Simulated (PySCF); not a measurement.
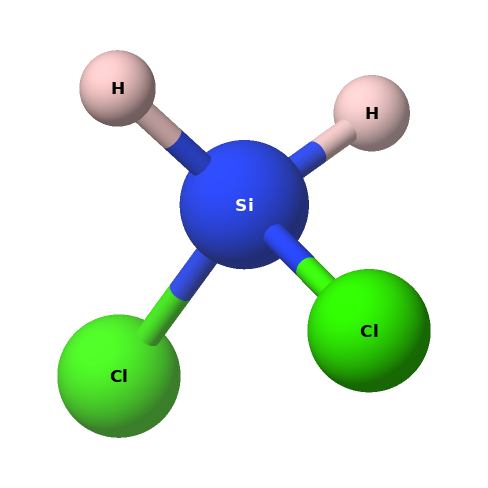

Rendered structure (ball-and-stick style). Every bond is drawn as one stick, whatever its order.

Identify the structure.

It has 5 atoms: 2 chlorine, 2 hydrogen and 1 silicon (Cl₂H₂Si). As SMILES it reads `Cl[SiH2]Cl`. Among its groups: Si–H bond. This geometry has C2v symmetry. Coordination: 1 Si tetrahedral.

The parts below concern this one geometry. Atoms keep their numbers from picture to picture. The geometry was computed by an optimisation with PBE0-D3(BJ)/def2-SVP. No frequency run is at hand to confirm it as a minimum.

Dipole moment

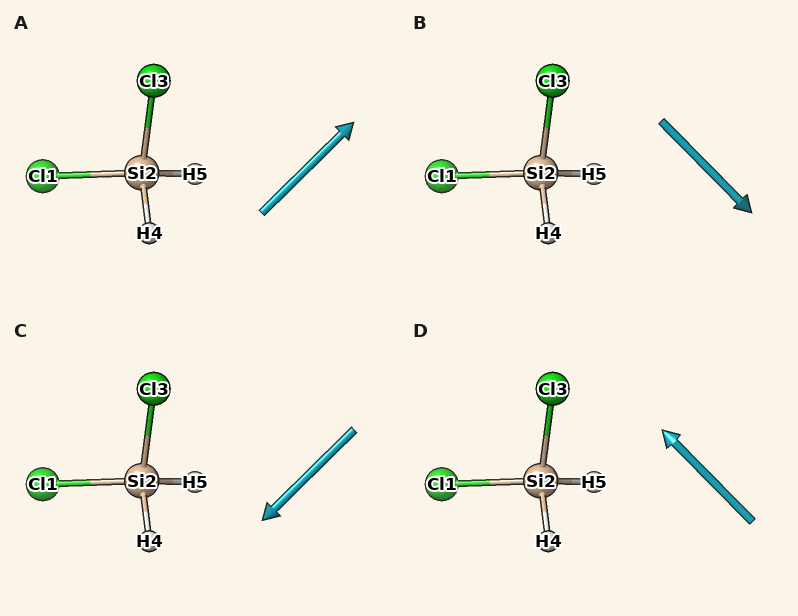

The same molecule four times, each with an arrow. No frequency run is at hand to confirm it as a minimum. Level of theory: BHandHLYP/def2-SVPD, gas phase (PySCF 2.14.0).

Which arrow points along the dipole moment, from the negative to the positive end?

Answer. B. The dipole moment is 1.43 D; it points from the side of Cl1, Cl3 to the side of H4, H5 (the outermost atoms at the two ends).

Quadrupole coupling

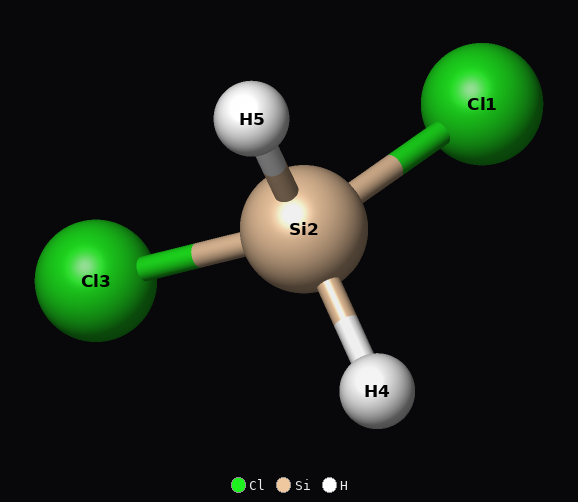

No frequency run is at hand to confirm it as a minimum. Electric field gradients from the ground-state density, B3LYP/cc-pVTZ (PySCF 2.14.0), non-relativistic apart from any core potentials.

Give the largest field-gradient component, the quadrupole coupling constant and the asymmetry for 35Cl at Cl1 (Q = −81.7 mb), 2H at H4 (Q = 2.86 mb).

```json
{"atom": "Cl1", "V_zz (a.u.)": "2.047", "e²qQ/h (MHz)": "−39.3", "η": "0.08"}
{"atom": "H4", "V_zz (a.u.)": "0.134", "e²qQ/h (MHz)": "0.090", "η": "0.00"}
```

Polarisability

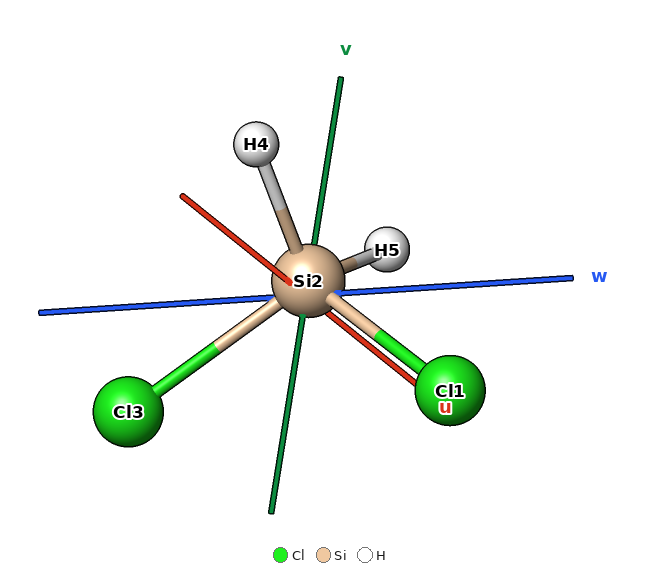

The lines u, v and w are the principal axes of the static dipole polarisability. No frequency run is at hand to confirm it as a minimum. Computed with LDA/def2-SVPD (PySCF 2.14.0).

Along which axis is the molecule most polarisable, and along which least?

Answer. Most along w, least along u.

Give the three principal values.

Answer. u 48.5, v 54.8, w 66.8 bohr³; mean 56.7, anisotropy 16.1 bohr³.

Excitation

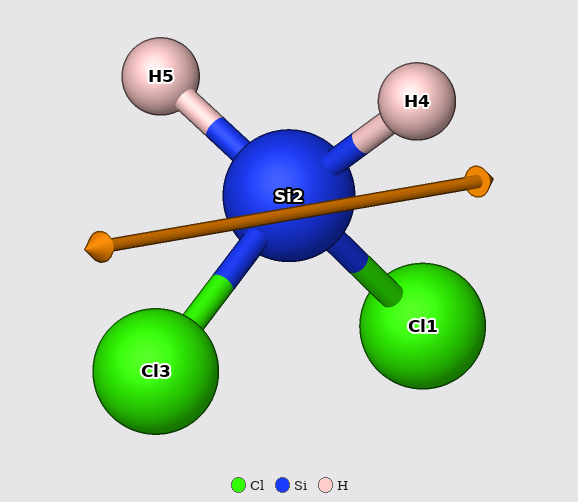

The double arrow shows the direction of the transition dipole to excited singlet state 9 (its length means nothing). No frequency run is at hand to confirm it as a minimum. Method: TDDFT PBE0/def2-SVPD, vertical, gas phase, core orbitals frozen in the response (PySCF 2.14.0).

Give its energy, strength and character.

Answer. 8.58 eV (144 nm), oscillator strength 0.073, mainly HOMO−3 → LUMO+1 (weight 0.78); transition dipole 1.50 D.
